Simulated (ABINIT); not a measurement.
**A GW chain in ABINIT: H4C (I-43m)**

Wanted: ground state, empty states, screening and self-energy for H4C (I-43m).

Main program and level: ABINIT 10.8.3; LDA and many-body steps on it, plane waves.

## (1) Set-up

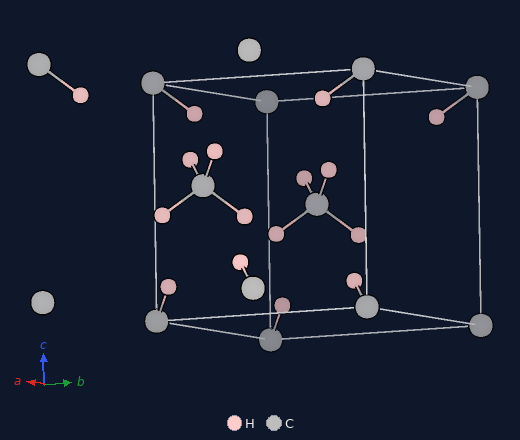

The cell as given, slightly off an axis (hydrogen pink, carbon light grey). 2×1×1 cells are drawn. This picture shows the conventional cell, with its axes. Bonds to atoms that aren't drawn are left out. Some periodic images of atoms are drawn too.

Structure file:

```cif
data_structure
_symmetry_space_group_name_H-M 'P 1'
_symmetry_Int_Tables_number 1
_cell_length_a 4.2936
_cell_length_b 4.2936
_cell_length_c 4.2936
_cell_angle_alpha 109.471
_cell_angle_beta 109.471
_cell_angle_gamma 109.471
_cell_volume 60.93
loop_
_atom_site_label
_atom_site_type_symbol
_atom_site_fract_x
_atom_site_fract_y
_atom_site_fract_z
_atom_site_occupancy
H1 H 0.00000 0.00000 0.74631 1
H2 H 0.74631 0.00000 0.00000 1
H3 H 0.00000 0.74631 0.00000 1
H4 H 0.25369 0.25369 0.25369 1
C5 C 0.00000 0.00000 0.00000 1
```

The cell and positions are those that the Materials Project relaxed with its own functionals (PBE, PBE+U or r2SCAN), kept fixed.

## (2) Ground state

This step: ABINIT 10.8.3; DFT, LDA, plane waves, norm-conserving pseudopotentials.

The ground-state density comes first.

Input file run.abi:

```
acell 3*1.0 Angstrom
rprim 
  -2.478924680900 2.478924680900 2.478924680900
  2.478924680900 -2.478924680900 2.478924680900
  2.478924680900 2.478924680900 -2.478924680900
ntypat 2
znucl 1 6
natom 5
typat 1 1 1 1 2
xred 
  0.000000000000 0.000000000000 0.746312870000
  0.746312870000 0.000000000000 0.000000000000
  0.000000000000 0.746312870000 0.000000000000
  0.253687130000 0.253687130000 0.253687130000
  0.000000000000 0.000000000000 0.000000000000
pp_dirpath "pseudos"
pseudos "H.upf, C.upf"
ecut 37
ngkpt 6 6 6
nshiftk 1
shiftk 0 0 0
kptopt 1
chksymbreak 0
nband 10
occopt 1
tolvrs 1e-10
nstep 60
prtwf 0
optforces 0
optstress 0
indata_prefix "in"
outdata_prefix "out"
tmpdata_prefix "tmp"
```

Launch:

```bash
OMP_NUM_THREADS=1 mpirun -n 4 abinit run.abi > log
```

Numbers of over 12 decimals in the logs are rounded to 6 here.

What it wrote:

```text
.Version 10.8.3 of ABINIT. v10.8.2 released Aug 2026.

 Symmetries : space group I-4 3 m (#217); Bravais cI (body-center cubic)
================================================================================
 Values of the parameters that define the memory need of the present run
     intxc =       0    ionmov =       0      iscf =       7    lmnmax =       4
     lnmax =       4     mgfft =      48  mpssoang =       2    mqgrid =    3001
     natom =       5  nloc_mem =       1    nspden =       1   nspinor =       1
    nsppol =       1      nsym =      24    n1xccc =    2501    ntypat =       2
    occopt =       1   xclevel =       1
-    mband =          10        mffmem =           1         mkmem =           4
       mpw =        4435          nfft =      110592          nkpt =          16
================================================================================
  Rough estimation (10% accuracy) of disk space for files :
================================================================================

--------------------------------------------------------------------------------
------------- Echo of variables that govern the present computation ------------
--------------------------------------------------------------------------------
 -outvars: echo values of preprocessed input variables --------
            acell      1.8897261259E+00  1.8897261259E+00  1.8897261259E+00 Bohr

      chksymbreak           0
             ecut      3.70000000E+01 Hartree
-          fftalg         312

              ixc       -1012
              kpt      0.00000000E+00  0.00000000E+00  0.00000000E+00
                       1.66666667E-01  0.00000000E+00  0.00000000E+00
                       3.33333333E-01  0.00000000E+00  0.00000000E+00
                       5.00000000E-01  0.00000000E+00  0.00000000E+00
                       1.66666667E-01  1.66666667E-01  0.00000000E+00
                       3.33333333E-01  1.66666667E-01  0.00000000E+00
                       3.33333333E-01  3.33333333E-01  0.00000000E+00
                       1.66666667E-01  1.66666667E-01  1.66666667E-01
                       3.33333333E-01  1.66666667E-01  1.66666667E-01
   [... 5 further rows ...]
                       5.00000000E-01  5.00000000E-01  3.33333333E-01
                       5.00000000E-01  5.00000000E-01  5.00000000E-01
         kptrlatt        6    0    0      0    6    0      0    0    6
          kptrlen      4.86826350E+01
P           mkmem           4
            natom           5
            nband          10
            ngfft          48      48      48
             nkpt          16
            nstep          60
             nsym          24
           ntypat           2
              occ      2.000000  2.000000  2.000000  2.000000  0.000000  0.000000
                       0.000000  0.000000  0.000000  0.000000
        optforces           0
        optstress           0
            prtwf           0
            rprim     -2.4789246809E+00  2.4789246809E+00  2.4789246809E+00
[...]
spgroup         217

           tolvrs      1.00000000E-10

             xred      9.1637589985E-20  9.1637589985E-20  7.4631287000E-01
[...]
znucl        1.00000    6.00000

================================================================================

 chkinp: Checking input parameters for consistency.

================================================================================
== DATASET  1 ==================================================================
-   mpi_nproc: 4, omp_nthreads: 1 (-1 if OMP is not activated)

--- !DatasetInfo
iteration_state: {dtset: 1, }
dimensions: {natom: 5, nkpt: 16, mband: 10, nsppol: 1, nspinor: 1, nspden: 1, mpw: 4435, }
cutoff_energies: {ecut:  37.0, pawecutdg:  -1.0, }
electrons: {nelect:   8.00000000E+00, charge:   0.00000000E+00, occopt:   1.00000000E+00, tsmear:   1.00000000E-02, }

 Real(R)+Recip(G) space primitive vectors, cartesian coordinates (Bohr,Bohr^-1):
 R(1)= -4.6844887  4.6844887  4.6844887  G(1)=  0.0000000  0.1067352  0.1067352
 R(2)=  4.6844887 -4.6844887  4.6844887  G(2)=  0.1067352  0.0000000  0.1067352
 R(3)=  4.6844887  4.6844887 -4.6844887  G(3)=  0.1067352  0.1067352  0.0000000
 Unit cell volume ucvol=  4.1119383E+02 bohr^3
 Angles (23,13,12)=  1.09471221E+02  1.09471221E+02  1.09471221E+02 degrees

 getcut: wavevector=  0.0000  0.0000  0.0000  ngfft=  48  48  48
         ecut(hartree)=     37.000   => boxcut(ratio)=   2.16049

--- Pseudopotential description ------------------------------------------------
- H Generated using ONCVPSP code by D. R. Hamann
-  1.00000   1.00000  180309                  znucl, zion, pspdat
12 -1012 1 -1 1180                            pspcod,pspxc,lmax,lloc,mmax
     nproj     2     1
  pspatm : epsatm=    0.35439867
         --- l  ekb(1:nproj) -->
[...]
1   -0.275071
 pspatm: atomic psp has been read  and splines computed

- C Generated using ONCVPSP code by D. R. Hamann
-  6.00000   4.00000  180309                  znucl, zion, pspdat
12 -1012 1 -1 1234                            pspcod,pspxc,lmax,lloc,mmax
     nproj     2     2
  pspatm : epsatm=    4.35103003
         --- l  ekb(1:nproj) -->
[...]
pspatm: atomic psp has been read  and splines computed

   4.61489976E+01                                ecore*ucvol(ha*bohr**3)
--------------------------------------------------------------------------------

_setup2: Arith. and geom. avg. npw (full set) are    4420.097    4420.086

================================================================================

--- !BeginCycle
iteration_state: {dtset: 1, }
solver: {iscf: 7, nstep: 60, nline: 4, wfoptalg: 0, }
tolerances: {tolvrs: 1.00E-10, }

     iter   Etot(hartree)      deltaE(h)  residm     vres2
 ETOT  1  -8.192123    -8.192E+00 6.829E-02 1.272E+03
 ETOT  2  -8.313161    -1.210E-01 4.593E-03 2.104E+02
 ETOT  3  -8.357180    -4.402E-02 3.978E-03 1.979E+01
 ETOT  4  -8.358983    -1.803E-03 5.694E-04 1.394E-01
 ETOT  5  -8.358991    -7.742E-06 2.736E-04 1.335E-02
 ETOT  6  -8.358992    -7.746E-07 4.747E-05 3.117E-04
 ETOT  7  -8.358992    -2.391E-08 3.222E-05 3.488E-06
 ETOT  8  -8.358992    -2.327E-10 5.786E-06 6.157E-08
 ETOT  9  -8.358992    -1.551E-11 4.151E-06 4.343E-09
 ETOT 10  -8.358992    -4.547E-13 1.117E-06 1.756E-11

 At SCF step   10       vres2   =  1.76E-11 < tolvrs=  1.00E-10 =>converged.

--- !ResultsGS
iteration_state: {dtset: 1, }
comment   : Summary of ground state results
lattice_vectors:
- [ -4.6844887,   4.6844887,   4.6844887, ]
- [  4.6844887,  -4.6844887,   4.6844887, ]
- [  4.6844887,   4.6844887,  -4.6844887, ]
lattice_lengths: [   8.11377,    8.11377,    8.11377, ]
lattice_angles: [109.471, 109.471, 109.471, ] # degrees, (23, 13, 12)
lattice_volume:   4.1119383E+02
convergence: {deltae: -4.547E-13, res2:  1.756E-11, residm:  1.117E-06, diffor:  0.000E+00, }
etotal    :  -8.35899161E+00
entropy   :   0.00000000E+00
fermie    :  -2.55225365E-01
cartesian_stress_tensor: null
pressure_GPa: null
xred      :
- [  9.1638E-20,   9.1638E-20,   7.4631E-01,  H]
- [  7.4631E-01,  -9.1638E-20,   1.2012E-17,  H]
- [ -9.1638E-20,   7.4631E-01,   1.1829E-17,  H]
- [  2.5369E-01,   2.5369E-01,   2.5369E-01,  H]
- [  0.0000E+00,   0.0000E+00,   0.0000E+00,  C]
cartesian_forces: null
force_length_stats: {min: null, max: null, mean: null, }

 Integrated electronic density in atomic spheres:
 ------------------------------------------------
 Atom  Sphere_radius  Integrated_density
[...]
================================================================================

 ----iterations are completed or convergence reached----

 Mean square residual over all n,k,spin=   17.352E-09; max=  11.172E-07
 reduced coordinates (array xred) for    5 atoms
       0.000000000000      0.000000000000      0.746312870000
       0.746312870000     -0.000000000000      0.000000000000
      -0.000000000000      0.746312870000      0.000000000000
       0.253687130000      0.253687130000      0.253687130000
       0.000000000000      0.000000000000      0.000000000000
 rms dE/dt=  0.0000E+00; max dE/dt=  0.0000E+00; dE/dt below (all hartree)
    1       0.000000000000      0.000000000000      0.000000000000
    2       0.000000000000      0.000000000000      0.000000000000
    3       0.000000000000      0.000000000000      0.000000000000
    4       0.000000000000      0.000000000000      0.000000000000
    5       0.000000000000      0.000000000000      0.000000000000

 cartesian coordinates (angstrom) at end:
    1      1.850053     1.850053    -1.850053
    2     -1.850053     1.850053     1.850053
    3      1.850053    -1.850053     1.850053
    4      0.628871     0.628871     0.628871
    5      0.000000     0.000000     0.000000
 length scales=  1.889726125908  1.889726125908  1.889726125908 bohr
              =  1.000000000000  1.000000000000  1.000000000000 angstroms
 prteigrs : about to open file out_EIG
 Fermi (or HOMO) energy (hartree) =  -0.25523   Average Vxc (hartree)=  -0.22677
 Eigenvalues (hartree) for nkpt=  16  k points:
 kpt#   1, nband= 10, wtk=  0.00463, kpt=  0.0000  0.0000  0.0000 (reduced coord)
  -0.55230   -0.25523   -0.25523   -0.25523    0.01275    0.19499    0.19499    0.19499
   0.33780    0.33780
 prteigrs : prtvol=0 or 1, do not print more k-points.

--- !EnergyTerms
iteration_state     : {dtset: 1, }
comment             : Components of total free energy in Hartree
kinetic             :  6.49541235726336E+00
hartree             :  4.22556828625824E+00
xc                  : -3.49555701604164E+00
Ewald energy        : -2.17405362436174E+00
psp_core            :  1.12231736885718E-01
local_psp           : -1.27752748173762E+01
non_local_psp       : -7.47318537027436E-01
total_energy        : -8.35899161439974E+00
total_energy_eV     : -2.27459749446348E+02
band_energy         : -2.69859166061877E+00

== END DATASET(S) ==============================================================
================================================================================

 -outvars: echo values of variables after computation  --------
           etotal     -8.3589916144E+00
            nband          10
             nkpt          16
          spgroup         217
 [... the other variables as echoed above ...]

 Calculation completed.
```

Elapsed: 7.1 s, on 4 MPI ranks of Arm Neoverse V1, shared host; peak memory 0.38 GiB.

This step gave:

* total energy: -227.4597 eV
* gap: 7.292 eV
* k of the valence top: 0, 0, 0
* k of the conduction bottom: 0, 0, 0
* least direct gap: 7.292 eV

The gap is direct, at Γ.

[end of part 1 of 3]

[Paths, hosts, dates, memory and timing lines, banners, echoed tables and standing remarks are left out of the program output.]

[Logs are printed without paths, hosts, clocks, repeated set-up lines and the standing remarks that a program may print on its own settings, such as how far it seeks lower states.]

[Runs of the session that timed out or met a known fault of the program may be left out.]

[Hosts, paths, dates, database ids (printed as entryN), source tags and the programs' standing remarks are cut or masked in the printed files.]

[G0W0 gaps are taken among the corrected bands and points alone; a level outside them can change the order at an edge.]

[Where Ansatz stands beside ABINIT at settings called matched, ABINIT's density can come from a denser mesh and the files from another edition; pairs whose starting gaps differed by over 0.03 eV were left out, so agreement reads better than it is.]
